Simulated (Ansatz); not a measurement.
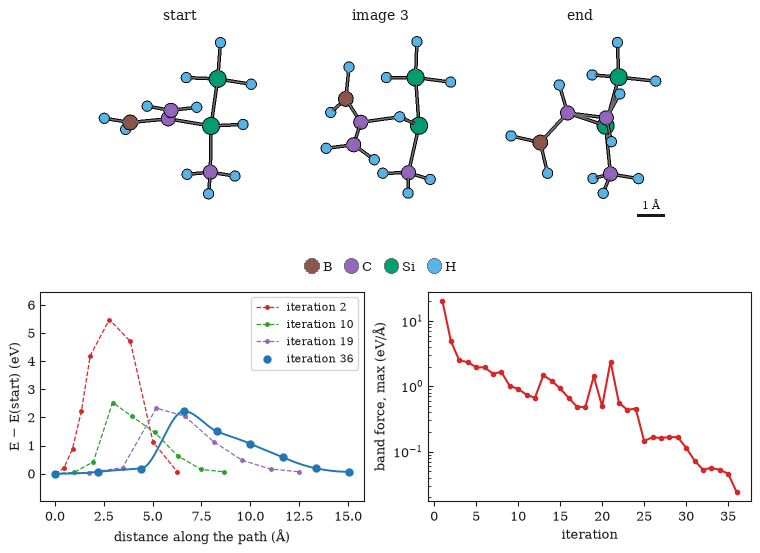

A search for the minimum-energy path of C$_{3}$H$_{11}$BSi$_{2}$ by the nudged elastic band. Images are numbered from 0 (start) to 8 (end). The plot follows the band through its iterations. Style: ball-and-stick. Shown from a free direction.

Theory: RKS BLYP/6-31G in Ansatz 0.2.0. Settings: 7 movable images; climbing image; force threshold 0.03 eV/Å; iteration limit 60; starting path through a guess of the saddle point.

Q: Did the band converge, and can the barrier be trusted?

A: The result is final at these settings. The band converged in 36 iterations. The largest component of the band force went from 20 to 0.024 eV/Å. The climbing image converged on the top of the path. Its vibrational analysis gives one imaginary mode (877i cm⁻¹), as a transition state must have. The first iteration put the highest image at 12.37 eV. The highest point, image 3, lies 2.22 eV above the start and 2.15 eV above the end; the end is at +0.07 eV relative to the start.

Cost: 14 min on 2 threads of Arm Neoverse V1, with other jobs on the host, peak memory 0.16 GiB.
